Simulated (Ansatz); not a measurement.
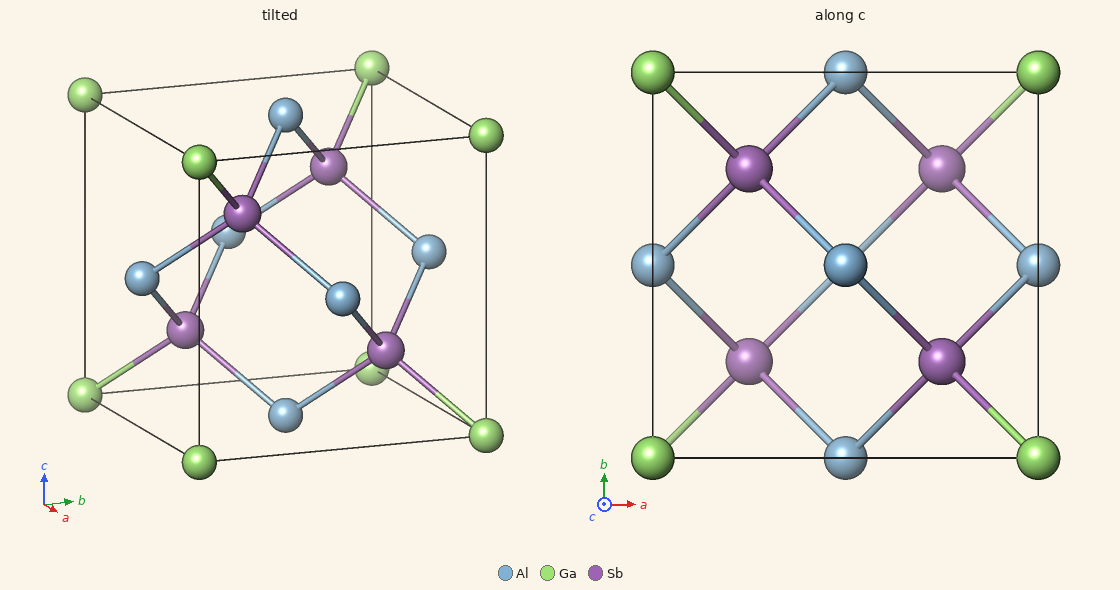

View slightly off an axis and along the c axis, drawn as a ball-and-stick model. The conventional unit cell is drawn as a box.

Al3GaSb4, space group P-43m (No. 215), a = 6.225 Å, b = 6.225 Å, c = 6.225 Å, α = 90.00°, β = 90.00°, γ = 90.00°. The initial geometry was a structure type filled with these elements by a generator (whether the compound takes this form wasn't checked). Earlier steps of the study may have refined or changed the cell and positions. Ansatz was used for an electronic-structure calculation on it.

This one geometry was computed with Ansatz (DFT, plane waves, PAW) at three levels of theory: PBE with spin-orbit coupling, PBE and r2SCAN.

How does the band gap change with the level of theory?

PBE with spin-orbit coupling: a gap of 0.20 eV, indirect; PBE: a gap of 0.40 eV, indirect; r2SCAN: a gap of 0.69 eV, indirect.

Collect the results in a table.

| level | cutoff (eV) | k-mesh of the run's cell | gap (eV) | pressure (GPa) |
| --- | --- | --- | --- | --- |
| PBE with spin-orbit coupling | 420 | 6×6×6 | 0.20 | 0.0 |
| PBE | 420 | 6×6×6 | 0.40 | 0.0 |
| r2SCAN | 500 | 6×6×6 | 0.69 | -1.4 |

Gaps are taken on the k-mesh or band path of each run.
